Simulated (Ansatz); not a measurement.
**Geometry relaxation of GaN2H6ClO (part 1 of 2)**

System: GaN2H6ClO.
Method: RKS PBE0/def2-SVP (Ansatz 0.2.0).

It belongs to a series of runs on one base structure; here: end point A relaxed.

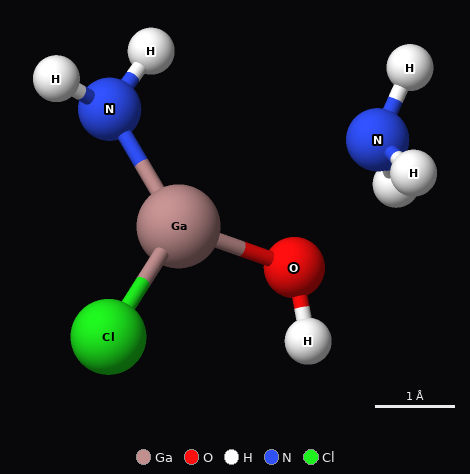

Fig. 1: The structure as given in the input (ball-and-stick view, seen at a tilt). Sticks mark near contacts. Bond lengths as drawn: Cl–Ga 2.16 Å, Ga–N 1.81 Å, Ga–O 1.79 Å, H–N 1.02 to 1.04 Å and H–O 0.96 Å.

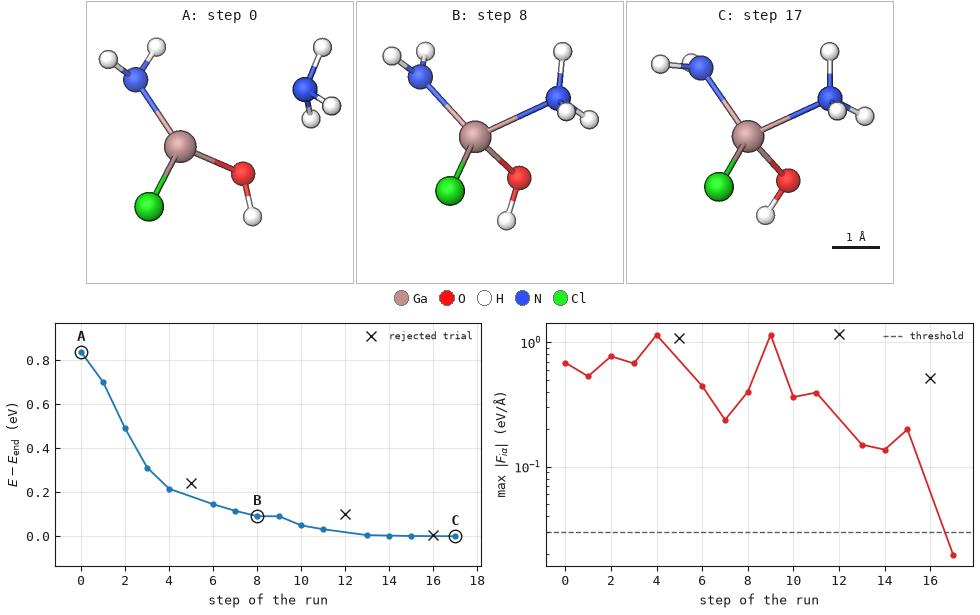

Fig. 2: Frames of the relaxation (ball-and-stick view, seen at a tilt) above the curves, on which the letters mark them (the first geometry is step 0 here and step 1 in the log).

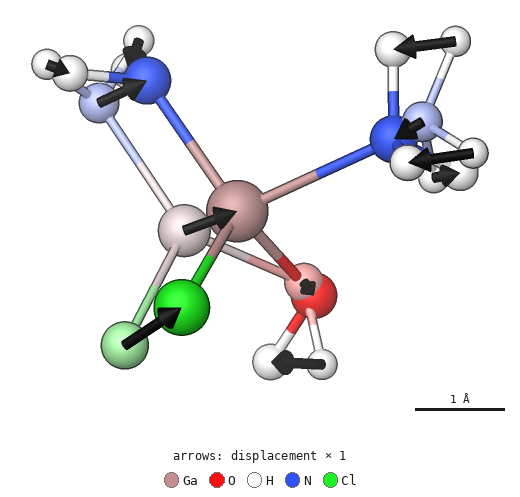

Fig. 3: Start (faint) and end (solid) with the displacements as black arrows, at true length (ball-and-stick view, seen at a tilt). The two geometries are laid on each other by the best rigid fit. The energy falls by 0.838 eV in 17 geometry steps. Largest force component: 0.69 eV/Å at the start, 0.02 eV/Å at the end. The line search rejected the trial steps at points 5, 12, 16 (counted from 0) and went back. The atom that moves furthest after the best rigid fit is Cl7 (0.86 Å). Largest moves by element: Cl 0.86 Å, H 0.84 Å, Ga 0.66 Å, N 0.63 Å, O 0.22 Å. Among the contacts that change: Ga1–N8 3.115 → 2.076 Å, Ga1–Cl7 2.155 → 2.199 Å, Ga1–N4 1.806 → 1.849 Å, Ga1–O2 1.791 → 1.810 Å. New bonds form: Ga1–N8 (3.12 → 2.08 Å). Among the angles that change: N4–Ga1–Cl7 120.9° → 115.5°, Ga1–N4–H5 118.2° → 115.0°, H5–N4–H6 110.4° → 107.8°. (Atoms are counted from 1 in the order of the input.)

The input that produced these results follows, with the program's output.

### Input file
```yaml
crystal:
  periodic: [false, false, false]
  atoms:
    - { symbol: Ga, position_ang: [0.082154, -0.337298, -0.032738] }
    - { symbol: O, position_ang: [-0.060861, -0.247749, 1.750761] }
    - { symbol: H, position_ang: [-0.932983, -0.505733, 2.068715] }
    - { symbol: "N", position_ang: [1.694333, -0.50347, -0.830312] }
    - { symbol: H, position_ang: [1.758349, -0.313439, -1.82568] }
    - { symbol: H, position_ang: [2.510283, -0.1363, -0.344975] }
    - { symbol: Cl, position_ang: [-1.738985, -0.638076, -1.145279] }
    - { symbol: "N", position_ang: [0.064248, 2.627934, 0.922393] }
    - { symbol: H, position_ang: [0.882214, 3.21358, 1.094083] }
    - { symbol: H, position_ang: [-0.75572, 3.235414, 0.945829] }
    - { symbol: H, position_ang: [-0.011731, 1.963738, 1.717602] }
basis:
  gaussian: { orbitals: def2-SVP }
hamiltonian:
  xc: pbe0
relax:
  f_tol: 0.03
  max_steps: 50
```

Command:
```bash
ansatz run input.yaml --threads 4 --pin off --max-ram 5120MiB --backend cpu --events-out ev --progress --plain --runs-dir out
```

### The program's output
```
The last accepted step is kept in [file] (removed where the run ends without a failure and the disk answers)
Engine: ansatz 0.2.0, x86_64-unknown-linux-gnu
Functional definition: PBE0
  parameter a = 0.25
  parameter kappa = 0.804
  parameter beta = 0.06672455060314922
  exchange = (1 - a)*pbe_x(kappa = kappa, mu = beta*pi^2/3) + a*exact_x
  correlation = pbe_c(beta = beta)
1287 factors; integrals over basis functions are off by at most 4.5e-4 eV
mean field evaluation 1: about -69984.0968 eV, gradient 8.5e1 eV
mean field evaluation 2: about -69963.0899 eV, gradient 1.3e2 eV
mean field evaluation 4: about -69997.3987 eV, gradient 6.5e0 eV
mean field evaluation 8: about -69997.5022 eV, gradient 1.6e-1 eV
mean field evaluation 16: about -69997.5023 eV, gradient 3.0e-5 eV
mean field -69997.50229128 eV, -2572.3607631933 hartree, gradient 3.0e-5 eV, S^2 0.000000; 0 other end points of the search recorded, 0 dependent functions left out
the calculation of the forces begins
reference -69997.50232327 eV, -2572.3607643690 hartree; 38, 38 occupied and 84, 84 virtual orbitals, 1287 factors
relax step   1: F+E_penalty+E_count = -69997.50229128 eV  Δ(F+E_penalty+E_count) = +0.000e0 eV  max|allowed force component| = 6.855e-1 eV/Å  Δτ_max = 0.0000 Å  (27 SCF iters, accepted)
these checks for a lower state are left out or cut short: starts, cluster_reference, orbital_swaps, neighbouring_geometries, increment
1287 factors; integrals over basis functions are off by at most 4.6e-4 eV
mean field -69997.63912177 eV, -2572.3657916213 hartree, gradient 1.1e-5 eV, S^2 0.000000; 0 other end points of the search recorded, 0 dependent functions left out
[... from here on the field's lines of each further geometry are left out, up to the last ...]
relax step   2: F+E_penalty+E_count = -69997.63912177 eV  Δ(F+E_penalty+E_count) = -1.368e-1 eV  max|allowed force component| = 5.322e-1 eV/Å  Δτ_max = 0.1944 Å  (30 SCF iters, accepted)
relax step   3: F+E_penalty+E_count = -69997.85001661 eV  Δ(F+E_penalty+E_count) = -2.109e-1 eV  max|allowed force component| = 7.714e-1 eV/Å  Δτ_max = 0.1949 Å  (29 SCF iters, accepted)
relax step   4: F+E_penalty+E_count = -69998.02818251 eV  Δ(F+E_penalty+E_count) = -1.782e-1 eV  max|allowed force component| = 6.763e-1 eV/Å  Δτ_max = 0.1953 Å  (30 SCF iters, accepted)
relax step   5: F+E_penalty+E_count = -69998.12438872 eV  Δ(F+E_penalty+E_count) = -9.621e-2 eV  max|allowed force component| = 1.145e0 eV/Å  Δτ_max = 0.1944 Å  (29 SCF iters, accepted)
relax step   6: F+E_penalty+E_count = -69998.09789175 eV  Δ(F+E_penalty+E_count) = +2.650e-2 eV  max|allowed force component| = 1.074e0 eV/Å  Δτ_max = 0.2000 Å  (29 SCF iters, rejected (line search))
relax step   7: F+E_penalty+E_count = -69998.19493410 eV  Δ(F+E_penalty+E_count) = -7.055e-2 eV  max|allowed force component| = 4.450e-1 eV/Å  Δτ_max = 0.0964 Å  (29 SCF iters, accepted)
relax step   8: F+E_penalty+E_count = -69998.22476016 eV  Δ(F+E_penalty+E_count) = -2.983e-2 eV  max|allowed force component| = 2.378e-1 eV/Å  Δτ_max = 0.0975 Å  (29 SCF iters, accepted)
relax step   9: F+E_penalty+E_count = -69998.24916891 eV  Δ(F+E_penalty+E_count) = -2.441e-2 eV  max|allowed force component| = 4.003e-1 eV/Å  Δτ_max = 0.1466 Å  (30 SCF iters, accepted)
relax step  10: F+E_penalty+E_count = -69998.24983161 eV  Δ(F+E_penalty+E_count) = -6.627e-4 eV  max|allowed force component| = 1.150e0 eV/Å  Δτ_max = 0.1962 Å  (29 SCF iters, accepted)
relax step  11: F+E_penalty+E_count = -69998.29135836 eV  Δ(F+E_penalty+E_count) = -4.153e-2 eV  max|allowed force component| = 3.627e-1 eV/Å  Δτ_max = 0.1254 Å  (28 SCF iters, accepted)
relax step  12: F+E_penalty+E_count = -69998.30873061 eV  Δ(F+E_penalty+E_count) = -1.737e-2 eV  max|allowed force component| = 3.946e-1 eV/Å  Δτ_max = 0.1998 Å  (29 SCF iters, accepted)
relax step  13: F+E_penalty+E_count = -69998.24116576 eV  Δ(F+E_penalty+E_count) = +6.756e-2 eV  max|allowed force component| = 1.174e0 eV/Å  Δτ_max = 0.1278 Å  (30 SCF iters, rejected (line search))
relax step  14: F+E_penalty+E_count = -69998.33567405 eV  Δ(F+E_penalty+E_count) = -2.694e-2 eV  max|allowed force component| = 1.505e-1 eV/Å  Δτ_max = 0.0622 Å  (29 SCF iters, accepted)
relax step  15: F+E_penalty+E_count = -69998.33758113 eV  Δ(F+E_penalty+E_count) = -1.907e-3 eV  max|allowed force component| = 1.373e-1 eV/Å  Δτ_max = 0.0338 Å  (30 SCF iters, accepted)
relax step  16: F+E_penalty+E_count = -69998.33953972 eV  Δ(F+E_penalty+E_count) = -1.959e-3 eV  max|allowed force component| = 1.994e-1 eV/Å  Δτ_max = 0.0347 Å  (30 SCF iters, accepted)
relax step  17: F+E_penalty+E_count = -69998.33534374 eV  Δ(F+E_penalty+E_count) = +4.196e-3 eV  max|allowed force component| = 5.175e-1 eV/Å  Δτ_max = 0.0213 Å  (31 SCF iters, rejected (line search))
the calculation of the forces begins
reference -69998.34058451 eV, -2572.3915699013 hartree; 38, 38 occupied and 84, 84 virtual orbitals, 1288 factors
relax step  18: F+E_penalty+E_count = -69998.34055424 eV  Δ(F+E_penalty+E_count) = -1.015e-3 eV  max|allowed force component| = 1.969e-2 eV/Å  Δτ_max = 0.0101 Å  (31 SCF iters, accepted)
1288 factors; integrals over basis functions are off by at most 6.1e-4 eV
mean field -69998.34055424 eV, -2572.3915687891 hartree, gradient 9.1e-6 eV, S^2 0.000000; 1 other end points of the search recorded, 0 dependent functions left out
the calculation of the forces begins
reference -69998.34058451 eV, -2572.3915699013 hartree; 38, 38 occupied and 84, 84 virtual orbitals, 1288 factors
Total energy: -69998.34058451 eV, -2572.3915699013 hartree
Atom 0 at     0.074904     0.257019     0.243502 Å, force     0.008527     0.009404    -0.019686 eV/Å
Atom 1 at    -0.134569    -0.297255     1.953479 Å, force     0.000982    -0.001816     0.006907 eV/Å
Atom 2 at    -0.461753    -1.196387     2.044636 Å, force    -0.000941    -0.005091     0.002670 eV/Å
Atom 3 at     1.693032     0.095743    -0.637383 Å, force    -0.012861    -0.003033     0.000313 eV/Å
Atom 4 at     1.625117    -0.194109    -1.609580 Å, force    -0.002127     0.004315     0.001371 eV/Å
Atom 5 at     2.376719    -0.503171    -0.181592 Å, force     0.000139     0.000099     0.008180 eV/Å
Atom 6 at    -1.711109     0.202095    -1.038674 Å, force     0.002798     0.000050     0.002986 eV/Å
Atom 7 at     0.018110     2.254963     0.805690 Å, force    -0.000483    -0.004751    -0.003593 eV/Å
Atom 8 at     0.880690     2.733855     0.547558 Å, force     0.000710     0.004520     0.000548 eV/Å
Atom 9 at    -0.773667     2.730251     0.372542 Å, force     0.001907    -0.003323    -0.000126 eV/Å
Atom 10 at    -0.096173     2.275597     1.820222 Å, force     0.001348    -0.000374     0.000432 eV/Å
Dipole moment:     0.335709     0.596082     0.287176 e Å
```

### Trajectory as extended XYZ (Å, eV, eV/Å), 18 frames, from step=1 to step=18
```
11
Properties=species:S:1:pos:R:3:forces:R:3 step=1 energy=-69997.50229
Ga    0.0822   -0.3373   -0.0327    0.0179   0.4729   0.1022
O    -0.0609   -0.2477    1.7508   -0.0289  -0.1171   0.0589
H    -0.9330   -0.5057    2.0687    0.0181   0.0041  -0.0140
N     1.6943   -0.5035   -0.8303    0.1070   0.0682   0.0072
H     1.7583   -0.3134   -1.8257   -0.0036  -0.0167   0.0586
H     2.5103   -0.1363   -0.3450   -0.1345  -0.0733  -0.0678
Cl   -1.7390   -0.6381   -1.1453    0.0272  -0.0022   0.0176
N     0.0642    2.6279    0.9224   -0.0491  -0.6855   0.3860
H     0.8822    3.2136    1.0941   -0.1024  -0.0514  -0.0267
H    -0.7557    3.2354    0.9458    0.1055  -0.0717   0.0056
H    -0.0117    1.9637    1.7176    0.0429   0.4726  -0.5275
11
Properties=species:S:1:pos:R:3:forces:R:3 step=2 energy=-69997.63912
Ga    0.0915   -0.1466    0.0039    0.0589   0.1844   0.3221
O    -0.0423   -0.2943    1.7998   -0.0778   0.1440  -0.1339
H    -0.9405   -0.5075    2.0804    0.0990  -0.0217  -0.0508
N     1.6789   -0.4606   -0.8134    0.1309   0.1594   0.1066
H     1.7509   -0.2855   -1.8102   -0.0022   0.0254   0.0230
H     2.5295   -0.1636   -0.3392   -0.1185  -0.0574  -0.0942
Cl   -1.7185   -0.5297   -1.1063   -0.0727   0.1382  -0.0164
N     0.0539    2.5337    0.8836   -0.0188  -0.5322   0.1301
H     0.8656    3.1360    1.0231    0.0070  -0.1049  -0.1102
H    -0.7622    3.1453    0.8854   -0.0127  -0.0944  -0.0929
H    -0.0156    1.9312    1.7134    0.0070   0.1593  -0.0831
11
Properties=species:S:1:pos:R:3:forces:R:3 step=3 energy=-69997.85002
Ga    0.0949    0.0449    0.0398    0.2288   0.0856   0.7714
O    -0.0342   -0.2804    1.8451   -0.2398   0.2209  -0.4136
H    -0.9454   -0.4967    2.0912    0.2771  -0.0503  -0.0915
N     1.6653   -0.3906   -0.7905    0.0025   0.2435   0.1477
H     1.7442   -0.2380   -1.7908   -0.0110   0.0322   0.0348
H     2.5399   -0.1483   -0.3302   -0.1039  -0.0428  -0.0753
Cl   -1.7079   -0.4003   -1.0703   -0.1407   0.2244  -0.0476
N     0.0472    2.3675    0.8598   -0.0041  -0.1890   0.4215
H     0.8683    2.9853    0.8996   -0.1330  -0.3730  -0.1650
H    -0.7557    3.0016    0.7768    0.0765  -0.3256  -0.1482
H    -0.0253    1.9135    1.7899    0.0476   0.1739  -0.4342
11
Properties=species:S:1:pos:R:3:forces:R:3 step=4 energy=-69998.02818
Ga    0.1006    0.1992    0.0986    0.2154  -0.4204   0.2917
O    -0.0314   -0.2260    1.8756   -0.6403  -0.1001   0.0812
H    -0.9321   -0.5349    2.0818    0.6041   0.0190  -0.0916
N     1.6448   -0.3097   -0.7471   -0.1874   0.2102  -0.1764
H     1.7223   -0.1825   -1.7527   -0.0254   0.0056   0.1139
H     2.5334   -0.1175   -0.3077    0.2059   0.0120   0.0985
Cl   -1.7042   -0.2557   -1.0222   -0.1666   0.2484  -0.0583
N     0.0498    2.2150    0.8322   -0.0891   0.6763  -0.3146
H     0.8633    2.8231    0.7909    0.4026  -0.1082  -0.1875
H    -0.7320    2.8513    0.6774   -0.2798  -0.2170  -0.2394
H    -0.0233    1.8962    1.7936   -0.0393  -0.3258   0.4824
```
